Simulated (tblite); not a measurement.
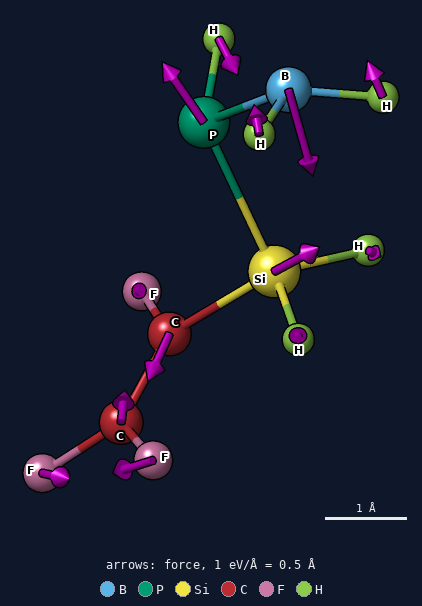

Starting geometry of C$_{2}$H$_{5}$BF$_{3}$PSi with the computed forces as purple arrows. Style: ball-and-stick. Shown from a free direction.

These are results of GFN2-xTB geometry optimisation, gas phase (tblite), not measurements. 

Question: Is this structure relaxed? If not, where do the atoms go?

Answer: It isn't relaxed: the largest force vector, on the B atom, is 2.45 eV/Å. The final displacements have little in common with the starting forces (cosine between the two patterns 0.21). An H atom moves most after the best rigid fit: 1.69 Å. Largest moves by element: H 1.69 Å, F 0.77 Å, P 0.67 Å, Si 0.44 Å, B 0.41 Å, C 0.33 Å. Among the contacts that change: B–P 1.962 → 1.829 Å, H–P 1.451 → 1.383 Å, C–Si 1.849 → 1.900 Å, B–H 1.198 → 1.170 Å. Bond angles that change, for instance: F–C–F 120.2° → 110.1°, P–B–H 112.5° → 121.0°, Si–C–C 117.3° → 125.5°. Groups turn about P–Si by about 40°. After 122 geometry steps the energy has fallen by 123.5 kJ/mol. Cost: 0.91 s on 1 thread of Arm Neoverse V1, on a shared host.
